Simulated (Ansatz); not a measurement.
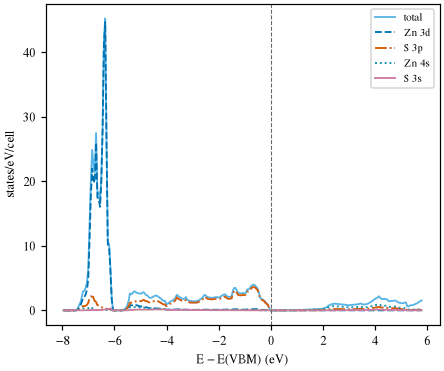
Fig. 1. Total and projected density of states of ZnS (NiAs type, P6_3/mmc), r²SCAN (plane waves, PAW; program Ansatz)

### Question
Which orbitals carry the states next to the gap?

### Answer
Top 1 eV of the valence band: S 3p 92 %. Bottom 1 eV of the conduction band: Zn 4s 81 %, S 3p 11 %, outside the projected shells 8 %. Projections are on Löwdin-orthogonalised atomic valence shells; empty p or d shells of many metals are not among them.

### Question
Where is the tallest occupied peak in this window, and what makes it?

### Answer
Near -6.4 eV, about 45 states/eV per cell; the largest projected share is Zn 3d.

The start of the workflow was typed in or built on a structure type; neither database checked (COD, Materials Project) lists it. It is not the phase usual at ambient conditions (space group No. 186, 216). The cell was relaxed with r²SCAN under the symmetry of its start; whether a distortion lowers the energy is not shown.

Potentials: the earlier of the program's two PAW sets.
